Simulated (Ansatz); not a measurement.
Relaxed La (dhcp type, space group P6_3/mmc):

```yaml
crystal:
  lattice:
    - [3.78558, 0.00000, 0.00000]
    - [-1.89279, 3.27841, 0.00000]
    - [0.00000, 0.00000, 12.03275]
  atoms:
    - { symbol: La, position: [0.00000, 0.00000, 0.00000] }
    - { symbol: La, position: [0.00000, 0.00000, 0.50000] }
    - { symbol: La, position: [0.33333, 0.66667, 0.25000] }
    - { symbol: La, position: [0.66667, 0.33333, 0.75000] }
```

In each cell atom 3 (La, nearest neighbour La at 3.718 Å; its periodic images, 3.8 Å or more away, move with it) moves by s·(-0.509, 0.294, 0.809) (towards the nearest neighbour), the rest being held.

Calculation: r2SCAN (plane waves to 500 eV, PAW, scalar-relativistic; Ansatz, an electronic-structure program). k mesh 11×11×3 (Γ-centred), Fermi-Dirac smearing 0.05 eV. Energies are smeared free energies. Left out: 1 of 11 points, with atoms too close for the PAW data. With partly filled bands, energies and forces of such displacements shift with the k mesh and the smearing. La is run without spin polarisation. La was relaxed with its symmetry unable to fall. The zero of ΔE is the undisplaced structure.

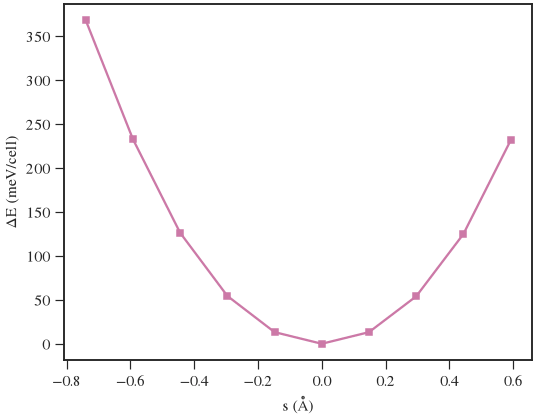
*ΔE (meV/cell) against s (Å); markers are the computed points, lines only join them.*

The force along the line at s = -0.740 Å is 0.999 eV/Å and the energy at s = 0.592 Å comes out as 231 meV/cell. The force constant k = d²E/ds² at s = 0 (finite differences) is 1.20 eV/Å². Harmonic estimate at the end of the scan: ½ks² = 211 meV/cell against the computed 231 meV/cell, so the well is stiffer than harmonic there. Shape of the curve: a single well with its minimum at or next to zero displacement.

The forces along the line at the two nearest points give (0.181 − (-0.180)) / (2·0.148) = 1.22 eV/Å²; the next pair corrects for the finite step.

(For displaced atoms, the force is minus the slope of the energy, and its curvature is a force constant, which sets phonon frequencies.)
